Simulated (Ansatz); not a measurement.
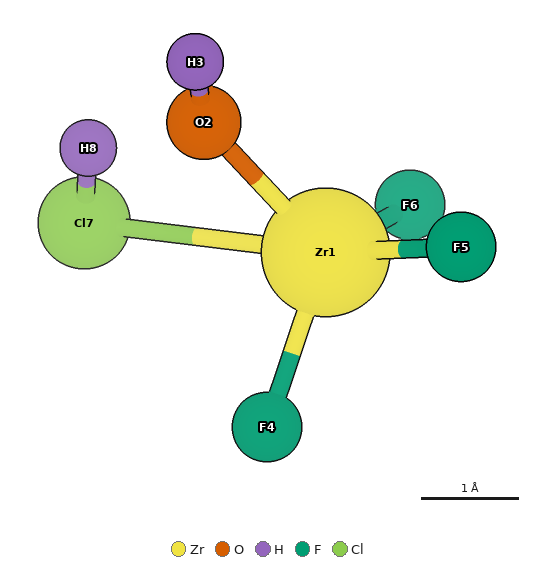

Figure 1. The input geometry (ball-and-stick view, seen at a tilt; atoms are numbered from 1 in the order of the input). Sticks mark near contacts. Bond lengths as drawn: Cl–H 1.32 Å, Cl–Zr 3.06 Å, F–Zr 1.90 to 1.91 Å, H–O 0.96 Å and O–Zr 1.98 Å.

Run report: ZrH₂ClOF₃, nudged elastic band (part 1 of 2)

The run: nudged elastic band of ZrH₂ClOF₃. Method and program: RKS B3LYP-D4/def2-SVP (Ansatz 0.2.0).

The run did not end well. It belongs to a series of runs on one base structure; here: band between the two ends.

**Input**
```yaml
crystal:
  periodic: [false, false, false]
  atoms:
    - { symbol: Zr, position_ang: [-0.021358, -0.078315, 0.033811] }
    - { symbol: O, position_ang: [-0.182932, -0.158122, 2.003154] }
    - { symbol: H, position_ang: [-0.612083, 0.299768, 2.734587] }
    - { symbol: F, position_ang: [1.715932, 0.378185, -0.62104] }
    - { symbol: F, position_ang: [-1.066476, 1.456324, -0.388312] }
    - { symbol: F, position_ang: [-0.910751, -1.486419, -0.904811] }
    - { symbol: Cl, position_ang: [1.520537, -2.419575, 1.257904] }
    - { symbol: H, position_ang: [0.879529, -1.659648, 2.122206] }
basis:
  gaussian: { orbitals: def2-SVP }
hamiltonian:
  xc: b3lyp
  dispersion: d4
neb:
  order_check: false
  images: 5
  f_tol: 0.05
  max_iterations: 60
  optimiser: fire
  climbing: true
  final_atoms:
    - { symbol: Zr, position_ang: [0.44589146, -0.23321394, -0.05079389] }
    - { symbol: O, position_ang: [-0.42895397, -0.50298722, 2.13735931] }
    - { symbol: H, position_ang: [-1.29745064, -0.92763596, 2.21096534] }
    - { symbol: F, position_ang: [1.0801698, -0.27040242, -1.84608231] }
    - { symbol: F, position_ang: [0.33068933, 1.64001648, 0.27502917] }
    - { symbol: F, position_ang: [-1.24049183, -1.11370552, -0.32263527] }
    - { symbol: Cl, position_ang: [2.27524012, -1.35203007, 1.03816404] }
    - { symbol: H, position_ang: [0.15730374, -0.90784335, 2.79549261] }
  initial_path:
    images:
      - { positions_ang: [[-0.021358, -0.078315, 0.033811], [-0.182932, -0.158122, 2.003154], [-0.612083, 0.299768, 2.734587], [1.715932, 0.378185, -0.62104], [-1.066476, 1.456324, -0.388312], [-0.910751, -1.486419, -0.904811], [1.520537, -2.419575, 1.257904], [0.879529, -1.659648, 2.122206]] }
      - { positions_ang: [[-0.01750874, -0.04962449, 0.02479751], [-0.11787967, -0.11192541, 2.14427478], [-0.70554939, 0.09644527, 2.74592879], [1.76101342, 0.2609436, -0.63713824], [-1.03029901, 1.51259257, -0.46744954], [-0.92009125, -1.52628132, -0.82398682], [1.50811154, -2.35578461, 1.1243531], [0.8446011, -1.4941676, 2.12671941]] }
      - { positions_ang: [[-0.01365949, -0.02093398, 0.01578403], [-0.05282734, -0.06572882, 2.28539556], [-0.79901579, -0.10687746, 2.75727059], [1.80609485, 0.14370219, -0.65323647], [-0.99412201, 1.56886114, -0.54658709], [-0.9294315, -1.56614364, -0.74316264], [1.49568609, -2.29199422, 0.9908022], [0.80967319, -1.32868721, 2.13123282]] }
      - { positions_ang: [[-0.00981023, 0.00775653, 0.00677054], [0.01222499, -0.01953223, 2.42651635], [-0.89248218, -0.31020019, 2.76861238], [1.85117627, 0.02646079, -0.66933471], [-0.95794502, 1.62512971, -0.62572463], [-0.93877175, -1.60600596, -0.66233847], [1.48326063, -2.22820384, 0.85725131], [0.77474529, -1.16320681, 2.13574623]] }
      - { positions_ang: [[0.14209033, -0.07256696, -0.01241761], [-0.13483466, -0.18068389, 2.33013067], [-1.02747167, -0.51601211, 2.58273004], [1.59417411, -0.07249361, -1.06158391], [-0.52840024, 1.63009197, -0.32547336], [-1.03934511, -1.44190582, -0.54910407], [1.74725379, -1.93614591, 0.91755555], [0.56893144, -1.07808566, 2.35566169]] }
      - { positions_ang: [[0.2939909, -0.15289045, -0.03160575], [-0.28189432, -0.34183556, 2.23374499], [-1.16246116, -0.72182403, 2.39684769], [1.33717195, -0.17144801, -1.45383311], [-0.09885545, 1.63505422, -0.0252221], [-1.13991847, -1.27780567, -0.43586967], [2.01124696, -1.64408799, 0.97785979], [0.36311759, -0.99296451, 2.57557715]] }
      - { positions_ang: [[0.44589146, -0.23321394, -0.05079389], [-0.42895397, -0.50298722, 2.13735931], [-1.29745064, -0.92763596, 2.21096534], [1.0801698, -0.27040242, -1.84608231], [0.33068933, 1.64001648, 0.27502917], [-1.24049183, -1.11370552, -0.32263527], [2.27524012, -1.35203007, 1.03816404], [0.15730374, -0.90784335, 2.79549261]] }
```

Run on 4 threads of Arm Neoverse V1, 24 GiB of memory available, shared host.

Launched with:
```bash
ansatz run input.yaml --threads 4 --pin off --max-ram 5120MiB --backend cpu --events-out ev --progress --plain --runs-dir out
```

**Output**
```
Engine: ansatz 0.2.0, aarch64-unknown-linux-gnu
Functional definition: B3LYP
  parameter a0 = 0.2
  parameter ax = 0.72
  parameter ac = 0.81
  exchange = (1 - a0 - ax)*slater_x + ax*b88_x + a0*exact_x
  correlation = (1 - ac)*vwn_rpa_c + ac*lyp_c
1188 factors; integrals over basis functions are off by at most 2.8e-4 eV
mean field evaluation 1: about -24020.3891 eV, gradient 8.1e1 eV
mean field evaluation 2: about -23960.3477 eV, gradient 2.0e2 eV
mean field evaluation 4: about -24031.2331 eV, gradient 6.2e0 eV
mean field evaluation 8: about -24031.3434 eV, gradient 2.9e-1 eV
mean field evaluation 16: about -24031.3436 eV, gradient 5.7e-5 eV
mean field -24031.34362147 eV, -883.1355890593 hartree, gradient 2.1e-5 eV, S^2 0.000000; 0 other end points of the search recorded, 0 dependent functions left out
the calculation of the forces begins
reference -24031.34394965 eV, -883.1356011196 hartree; 33, 33 occupied and 82, 82 virtual orbitals, 1188 factors
1191 factors; integrals over basis functions are off by at most 6.4e-4 eV
mean field evaluation 32: about -24032.2088 eV, gradient 5.4e-4 eV
mean field -24032.20882084 eV, -883.1673845498 hartree, gradient 2.6e-5 eV, S^2 0.000000; 0 other end points of the search recorded, 0 dependent functions left out
[... from here on the field's lines of each further geometry are left out, up to the last ...]
NEB iter   1: max|band force component| = 6.170e0 eV/Å  barrier→ = 2.0633 eV  barrier← = 2.9263 eV  Δτ_max = 0.1235 Å  (206 SCF iters)
NEB iter   2: max|band force component| = 3.326e0 eV/Å  barrier→ = 1.5231 eV  barrier← = 2.3860 eV  Δτ_max = 0.0160 Å  (154 SCF iters)
NEB iter   3: max|band force component| = 2.807e0 eV/Å  barrier→ = 1.4316 eV  barrier← = 2.2945 eV  Δτ_max = 0.0292 Å  (166 SCF iters)
NEB iter   4: max|band force component| = 1.891e0 eV/Å  barrier→ = 1.2574 eV  barrier← = 2.1204 eV  Δτ_max = 0.0352 Å  (165 SCF iters)
NEB iter   5: max|band force component| = 1.942e0 eV/Å  barrier→ = 1.0160 eV  barrier← = 1.8790 eV  Δτ_max = 0.0088 Å  (161 SCF iters)
NEB iter   6: max|band force component| = 1.723e0 eV/Å  barrier→ = 0.9506 eV  barrier← = 1.8136 eV  Δτ_max = 0.0172 Å  (151 SCF iters)
NEB iter   7: max|band force component| = 1.654e0 eV/Å  barrier→ = 0.8272 eV  barrier← = 1.6901 eV  Δτ_max = 0.0254 Å  (158 SCF iters)
NEB iter   8: max|band force component| = 1.495e0 eV/Å  barrier→ = 0.6626 eV  barrier← = 1.5256 eV  Δτ_max = 0.0077 Å  (157 SCF iters)
NEB iter   9: max|band force component| = 1.440e0 eV/Å  barrier→ = 0.6206 eV  barrier← = 1.4835 eV  Δτ_max = 0.0152 Å  (132 SCF iters)
NEB iter  10: max|band force component| = 1.316e0 eV/Å  barrier→ = 0.5431 eV  barrier← = 1.4060 eV  Δτ_max = 0.0224 Å  (151 SCF iters)
NEB iter  11: max|band force component| = 1.117e0 eV/Å  barrier→ = 0.4444 eV  barrier← = 1.3073 eV  Δτ_max = 0.0063 Å  (157 SCF iters)
NEB iter  12: max|band force component| = 1.070e0 eV/Å  barrier→ = 0.4203 eV  barrier← = 1.2833 eV  Δτ_max = 0.0123 Å  (127 SCF iters)
NEB iter  13: max|band force component| = 9.691e-1 eV/Å  barrier→ = 0.3762 eV  barrier← = 1.2391 eV  Δτ_max = 0.0180 Å  (149 SCF iters)
NEB iter  14: max|band force component| = 8.698e-1 eV/Å  barrier→ = 0.3195 eV  barrier← = 1.1825 eV  Δτ_max = 0.0229 Å  (158 SCF iters)
NEB iter  15: max|band force component| = 9.024e-1 eV/Å  barrier→ = 0.2989 eV  barrier← = 1.1618 eV  Δτ_max = 0.0263 Å  (150 SCF iters)
NEB iter  16: max|band force component| = 9.424e-1 eV/Å  barrier→ = 0.2791 eV  barrier← = 1.1421 eV  Δτ_max = 0.0283 Å  (149 SCF iters)
NEB iter  17: max|band force component| = 1.099e0 eV/Å  barrier→ = 0.2620 eV  barrier← = 1.1249 eV  Δτ_max = 0.0322 Å  (163 SCF iters)
NEB iter  18: max|band force component| = 1.019e0 eV/Å  barrier→ = 0.2465 eV  barrier← = 1.1095 eV  Δτ_max = 0.0394 Å  (163 SCF iters)
NEB iter  19: max|band force component| = 7.402e-1 eV/Å  barrier→ = 0.2312 eV  barrier← = 1.0941 eV  Δτ_max = 0.0485 Å  (160 SCF iters)
NEB iter  20: max|band force component| = 6.851e-1 eV/Å  barrier→ = 0.2123 eV  barrier← = 1.0753 eV  Δτ_max = 0.0561 Å  (160 SCF iters)
NEB iter  21: max|band force component| = 1.278e0 eV/Å  barrier→ = 0.1869 eV  barrier← = 1.0499 eV  Δτ_max = 0.0607 Å  (158 SCF iters)
NEB iter  22: max|band force component| = 8.220e-1 eV/Å  barrier→ = 0.1512 eV  barrier← = 1.0141 eV  Δτ_max = 0.0632 Å  (157 SCF iters)
NEB iter  23: max|band force component| = 8.538e-1 eV/Å  barrier→ = 0.0970 eV  barrier← = 0.9599 eV  Δτ_max = 0.0777 Å  (158 SCF iters)
NEB iter  24: max|band force component| = 6.023e-1 eV/Å  barrier→ = 0.0641 eV  barrier← = 0.9270 eV  Δτ_max = 0.0993 Å  (158 SCF iters)
NEB iter  25: max|band force component| = 1.207e0 eV/Å  barrier→ = 0.0764 eV  barrier← = 0.9393 eV  Δτ_max = 0.0253 Å  (158 SCF iters)
NEB iter  26: max|band force component| = 6.223e-1 eV/Å  barrier→ = 0.0779 eV  barrier← = 0.9408 eV  Δτ_max = 0.0285 Å  (139 SCF iters)
NEB iter  27: max|band force component| = 9.026e-1 eV/Å  barrier→ = 0.0813 eV  barrier← = 0.9442 eV  Δτ_max = 0.0226 Å  (157 SCF iters)
NEB iter  28: max|band force component| = 5.983e-1 eV/Å  barrier→ = 0.0826 eV  barrier← = 0.9456 eV  Δτ_max = 0.0125 Å  (139 SCF iters)
NEB iter  29: max|band force component| = 4.521e-1 eV/Å  barrier→ = 0.0837 eV  barrier← = 0.9467 eV  CI = image 1  Δτ_max = 0.0170 Å  (140 SCF iters)
NEB iter  30: max|band force component| = 4.349e-1 eV/Å  barrier→ = 0.0856 eV  barrier← = 0.9485 eV  CI = image 1  Δτ_max = 0.0236 Å  (140 SCF iters)
NEB iter  31: max|band force component| = 5.783e-1 eV/Å  barrier→ = 0.0882 eV  barrier← = 0.9511 eV  CI = image 1  Δτ_max = 0.0304 Å  (148 SCF iters)
NEB iter  32: max|band force component| = 3.827e-1 eV/Å  barrier→ = 0.0916 eV  barrier← = 0.9546 eV  CI = image 1  Δτ_max = 0.0363 Å  (165 SCF iters)
NEB iter  33: max|band force component| = 5.285e-1 eV/Å  barrier→ = 0.0960 eV  barrier← = 0.9589 eV  CI = image 1  Δτ_max = 0.0406 Å  (165 SCF iters)
NEB iter  34: max|band force component| = 5.194e-1 eV/Å  barrier→ = 0.1013 eV  barrier← = 0.9643 eV  CI = image 1  Δτ_max = 0.0473 Å  (164 SCF iters)
NEB iter  35: max|band force component| = 3.206e-1 eV/Å  barrier→ = 0.1083 eV  barrier← = 0.9712 eV  CI = image 1  Δτ_max = 0.0528 Å  (161 SCF iters)
NEB iter  36: max|band force component| = 3.094e-1 eV/Å  barrier→ = 0.1172 eV  barrier← = 0.9802 eV  CI = image 1  Δτ_max = 0.0549 Å  (162 SCF iters)
NEB iter  37: max|band force component| = 1.078e0 eV/Å  barrier→ = 0.1283 eV  barrier← = 0.9912 eV  CI = image 1  Δτ_max = 0.0328 Å  (160 SCF iters)
NEB iter  38: max|band force component| = 2.361e0 eV/Å  barrier→ = 0.1297 eV  barrier← = 0.9926 eV  CI = image 1  Δτ_max = 0.0177 Å  (148 SCF iters)
NEB iter  39: max|band force component| = 5.430e-1 eV/Å  barrier→ = 0.1293 eV  barrier← = 0.9922 eV  CI = image 1  Δτ_max = 0.0215 Å  (132 SCF iters)
NEB iter  40: max|band force component| = 1.911e0 eV/Å  barrier→ = 0.1301 eV  barrier← = 0.9930 eV  CI = image 1  Δτ_max = 0.0036 Å  (137 SCF iters)
NEB iter  41: max|band force component| = 1.477e0 eV/Å  barrier→ = 0.1300 eV  barrier← = 0.9929 eV  CI = image 1  Δτ_max = 0.0064 Å  (111 SCF iters)
NEB iter  42: max|band force component| = 7.284e-1 eV/Å  barrier→ = 0.1300 eV  barrier← = 0.9929 eV  CI = image 1  Δτ_max = 0.0077 Å  (123 SCF iters)
NEB iter  43: max|band force component| = 2.052e-1 eV/Å  barrier→ = 0.1300 eV  barrier← = 0.9930 eV  CI = image 1  Δτ_max = 0.0005 Å  (124 SCF iters)
NEB iter  44: max|band force component| = 2.007e-1 eV/Å  barrier→ = 0.1301 eV  barrier← = 0.9930 eV  CI = image 1  Δτ_max = 0.0009 Å  (102 SCF iters)
NEB iter  45: max|band force component| = 1.945e-1 eV/Å  barrier→ = 0.1302 eV  barrier← = 0.9931 eV  CI = image 1  Δτ_max = 0.0014 Å  (103 SCF iters)
NEB iter  46: max|band force component| = 1.869e-1 eV/Å  barrier→ = 0.1303 eV  barrier← = 0.9933 eV  CI = image 1  Δτ_max = 0.0017 Å  (105 SCF iters)
NEB iter  47: max|band force component| = 1.800e-1 eV/Å  barrier→ = 0.1305 eV  barrier← = 0.9935 eV  CI = image 1  Δτ_max = 0.0021 Å  (105 SCF iters)
NEB iter  48: max|band force component| = 1.757e-1 eV/Å  barrier→ = 0.1307 eV  barrier← = 0.9937 eV  CI = image 1  Δτ_max = 0.0025 Å  (113 SCF iters)
NEB iter  49: max|band force component| = 1.752e-1 eV/Å  barrier→ = 0.1310 eV  barrier← = 0.9940 eV  CI = image 1  Δτ_max = 0.0032 Å  (114 SCF iters)
NEB iter  50: max|band force component| = 1.788e-1 eV/Å  barrier→ = 0.1313 eV  barrier← = 0.9943 eV  CI = image 1  Δτ_max = 0.0041 Å  (121 SCF iters)
NEB iter  51: max|band force component| = 1.851e-1 eV/Å  barrier→ = 0.1318 eV  barrier← = 0.9947 eV  CI = image 1  Δτ_max = 0.0052 Å  (121 SCF iters)
NEB iter  52: max|band force component| = 1.907e-1 eV/Å  barrier→ = 0.1322 eV  barrier← = 0.9952 eV  CI = image 1  Δτ_max = 0.0064 Å  (125 SCF iters)
NEB iter  53: max|band force component| = 1.911e-1 eV/Å  barrier→ = 0.1328 eV  barrier← = 0.9957 eV  CI = image 1  Δτ_max = 0.0080 Å  (126 SCF iters)
NEB iter  54: max|band force component| = 1.844e-1 eV/Å  barrier→ = 0.1334 eV  barrier← = 0.9963 eV  CI = image 1  Δτ_max = 0.0098 Å  (125 SCF iters)
NEB iter  55: max|band force component| = 1.750e-1 eV/Å  barrier→ = 0.1339 eV  barrier← = 0.9968 eV  CI = image 1  Δτ_max = 0.0120 Å  (125 SCF iters)
NEB iter  56: max|band force component| = 1.705e-1 eV/Å  barrier→ = 0.1342 eV  barrier← = 0.9971 eV  CI = image 1  Δτ_max = 0.0146 Å  (140 SCF iters)
NEB iter  57: max|band force component| = 1.695e-1 eV/Å  barrier→ = 0.1340 eV  barrier← = 0.9969 eV  CI = image 1  Δτ_max = 0.0176 Å  (140 SCF iters)
NEB iter  58: max|band force component| = 1.634e-1 eV/Å  barrier→ = 0.1326 eV  barrier← = 0.9956 eV  CI = image 1  Δτ_max = 0.0209 Å  (148 SCF iters)
NEB iter  59: max|band force component| = 1.575e-1 eV/Å  barrier→ = 0.1290 eV  barrier← = 0.9919 eV  CI = image 1  Δτ_max = 0.0247 Å  (149 SCF iters)
the calculation of the forces begins
reference -24032.11159003 eV, -883.1638113833 hartree; 33, 33 occupied and 82, 82 virtual orbitals, 1190 factors
these checks for a lower state are left out or cut short: starts, cluster_reference, orbital_swaps, neighbouring_geometries, increment
1190 factors; integrals over basis functions are off by at most 6.9e-4 eV
mean field evaluation 1984: about -24032.1746 eV, gradient 1.1e-5 eV
mean field -24032.17462961 eV, -883.1661280451 hartree, gradient 1.1e-5 eV, S^2 0.000000; 0 other end points of the search recorded, 0 dependent functions left out
the calculation of the forces begins
reference -24032.17495845 eV, -883.1661401298 hartree; 33, 33 occupied and 82, 82 virtual orbitals, 1190 factors
NEB iter  60: max|band force component| = 1.966e-1 eV/Å  barrier→ = 0.1210 eV  barrier← = 0.9840 eV  CI = image 1  Δτ_max = 0.0289 Å  (157 SCF iters)
```
